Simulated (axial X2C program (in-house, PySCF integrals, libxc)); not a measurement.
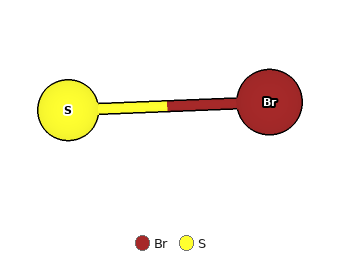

Fig. 1: The molecule at the reference distance of 2.128 Å.

Relativistic diatomic calculation, with input and output: BrS

BrS, single determinant with Ω = 3/2. Level asked for: HF, two-component X2C with atomic mean-field Coulomb and Gaunt terms, Br dyall-v3z, S dyall-v3z (cores contracted) (axial X2C program (in-house, PySCF integrals, libxc)).

Input file:
```
{"zs": [35, 16], "q": 0, "bas": ["dyall-v3z", "dyall-v3z"], "levels": ["PBE0", "HF", "BLYP", "r2SCAN"], "cc": false, "r0": 2.17, "npts": 10, "nst": 2, "ntry": 6, "opt": {"maxit": 3}}
```

The line is the task of a batch: nuclear charges, charge, bases, the levels to run, a first guess of the distance and further settings. This report covers HF with spin-orbit coupling. The log is that of the reference distance 2.128 Å.

The run was one of a batch that the task file lists, launched with:
```bash
python <driver script> task.json out
```

Log:
```
two-component X2C + atomic mean field  HF
basis functions 118  fitting functions 768  grid points 5081
iter        total energy     max residual
   1      -3001.836039682     1.33e+00
   2      -3002.161201465     4.54e-02
   3      -3002.166063185     7.03e-03
NOT converged
one-electron -4448.98284824  Coulomb 1424.86843475  exact exchange -116.25538137  xc functional 0.00000000  nuclear repulsion 139.25716077  atomic mean-field constant -1.05342909
```

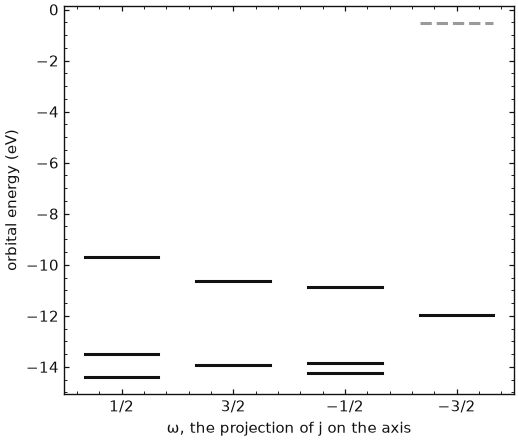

Fig. 2: Orbital energies near the frontier at 2.13 Å, filled (solid) and empty (dashed). The highest filled spinor (1/2; 69 % S p, 28 % Br p) lies at −9.69 eV, the lowest empty one (−3/2; 82 % S p, 13 % Br p) at −0.54 eV.

What the run reported:

```tsv
quantity	value
outcome	not converged
hardware	1 CPU thread, shared host
wall time	2.4 s
```

Diagnosis:

The input is odd on purpose: few iterations (maxit = 3.0). The run did not meet its convergence test, so its last values are not results. Hartree–Fock lacks correlation, so it usually binds too weakly. Caveats: some points did not converge.
